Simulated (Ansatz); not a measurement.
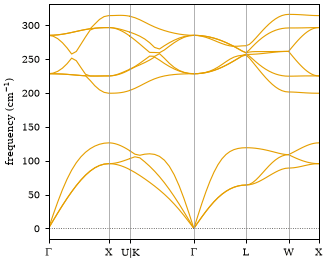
Fig. 1. Phonon dispersion of Al₂Pt (fluorite or antifluorite type, Fm-3m), the program Ansatz at the PBE level (PAW); imaginary frequencies are drawn negative

Question: Is this phase dynamically stable?

Answer: Yes, on this path no branch is imaginary.

Question: How high does the spectrum reach?

Answer: About 320 cm⁻¹ (9.5 THz).

The PBE relaxation kept the symmetry of its start. The run is not spin-polarised. As this level gives no gap, phonon frequencies hold no LO–TO term and depend on the k-mesh and smearing (Fermi–Dirac, 0.1 eV here). Scalar-relativistic: spin–orbit coupling is off unless named, which matters more the heavier the elements.

Potentials: the later of the program's two PAW sets.
